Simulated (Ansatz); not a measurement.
# BLYP/def2-SVPD run of CClF3 (SMILES FC(F)(F)Cl)

What is the vertical ionisation energy of CClF3 at BLYP/def2-SVPD? 

The results are computed with Ansatz 0.2.0.

## (1) The system as given

The species is CClF3 (5 atoms), meant as a singlet with charge 0. As SMILES, `FC(F)(F)Cl`. Geometry: relaxed at PBE0-D4/def2-TZVP.

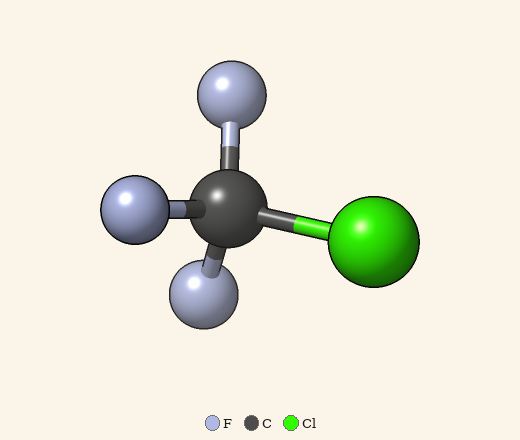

The structure, seen from a chosen angle (fluorine light blue, carbon dark grey, chlorine green).

## (2) The energy at BLYP/def2-SVPD

File in.yaml:

```yaml
crystal:
  periodic: [false, false, false]
  atoms:
    - {symbol: F, position_ang: [0.213700, 0.019100, 1.326100]}
    - {symbol: C, position_ang: [-0.002200, -0.082500, 0.026100]}
    - {symbol: F, position_ang: [-1.249600, -0.474600, -0.167100]}
    - {symbol: F, position_ang: [0.811700, -0.999000, -0.468500]}
    - {symbol: Cl, position_ang: [0.276300, 1.463300, -0.758000]}
basis:
  gaussian:
    orbitals: def2-SVPD
total_charge: 0
hamiltonian:
  xc: {name: BLYP}
accuracy: high
output: {orbitals: {seedname: orbitals}}
```

On the command line:

```sh
$ ansatz run in.yaml --threads 1 --pin off --max-ram 3480MiB --events-out events.jsonl --progress --plain --runs-dir runs
```

Standard output:

```text
Warning: RAYON_NUM_THREADS=1 ignored (pool sized by the plan → 1); use --threads N
Functional definition: BLYP
  name "BLYP"
  parameter beta = 0.0042
  parameter a = 0.04918
  parameter b = 0.132
  parameter c = 0.2533
  parameter d = 0.349
  exchange = b88_x(beta = beta)
  correlation = lyp_c(a = a, b = b, c = c, d = d)
2299 factors; integrals over basis functions are off by at most 3.4e-9 eV
mean field evaluation 1: about -21696.4721 eV, gradient 4.3e1 eV
mean field evaluation 2: about -21689.8962 eV, gradient 8.1e1 eV
mean field evaluation 4: about -21699.0614 eV, gradient 1.2e0 eV
mean field evaluation 8: about -21699.0601 eV, gradient 2.4e-2 eV
mean field evaluation 16: about -21699.0601 eV, gradient 2.6e-6 eV
mean field -21699.06009406 eV, -797.4257503054 hartree, gradient 1.0e-8 eV, S^2 0.000000; 0 other end points of the search recorded, 0 dependent functions left out
reference -21699.06013955 eV, -797.4257519774 hartree; 25, 25 occupied and 91, 91 virtual orbitals, 2299 factors
Total energy: -21699.06013955 eV, -797.4257519774 hartree
```

Wall time 8.4 s (1 thread of Arm Neoverse V1, shared host); peak memory 0.32 GiB.

## (3) The doublet cation at the same level

in.yaml: that of step 2 with these lines changed.

```diff
@@ -1 +1,4 @@
+basis:
+  gaussian:
+    orbitals: def2-SVPD
 crystal:
@@ -8,6 +11,6 @@
     - {symbol: Cl, position_ang: [0.276300, 1.463300, -0.758000]}
-basis:
-  gaussian:
-    orbitals: def2-SVPD
-total_charge: 0
+total_charge: 1
+magnetization:
+  spin_polarized: true
+  initial_magnetization: 1
 hamiltonian:
```

On the command line:

```sh
$ ansatz run in.yaml --threads 1 --pin off --max-ram 3480MiB --events-out events.jsonl --progress --plain --runs-dir runs
```

Standard output, shortened:

```text
Warning: RAYON_NUM_THREADS=1 ignored (pool sized by the plan → 1); use --threads N
[... 2 set-up lines as earlier in the session ...]
[...]
2299 factors; integrals over basis functions are off by at most 3.3e-9 eV
[...]
mean field -21686.52876462 eV, -796.9652324425 hartree, gradient 2.1e-8 eV, S^2 0.751674; 8 other end points of the search recorded, 0 dependent functions left out
reference -21686.52881168 eV, -796.9652341719 hartree; 25, 24 occupied and 91, 92 virtual orbitals, 2299 factors
Total energy: -21686.52881168 eV, -796.9652341719 hartree
```

Run time: 1.7 min. Hardware: 1 thread of Arm Neoverse V1, shared host; peak memory 0.44 GiB.

## (4) Outcome

Level: BLYP/def2-SVPD.

| quantity | value |
| --- | --- |
| singlet CClF3: total energy | -797.42575 Eh |
| singlet CClF3: HOMO energy | -8.46 eV |
| singlet CClF3: LUMO energy | -1.24 eV |
| singlet CClF3: HOMO–LUMO gap | 7.22 eV |
| doublet cation: total energy | -796.96523 Eh |
| doublet cation: HOMO energy (highest over α and β) | -16.50 eV |
| doublet cation: LUMO energy (lowest over α and β) | -16.47 eV |
| doublet cation: ⟨S²⟩ | 0.752 |
| vertical ionisation energy (to the doublet cation) | 12.531 eV |

Removing an electron at fixed nuclei costs 12.53 eV (1209 kJ/mol). −ε(HOMO) before ionisation, 8.46 eV, is 4.07 eV below this ionisation energy.
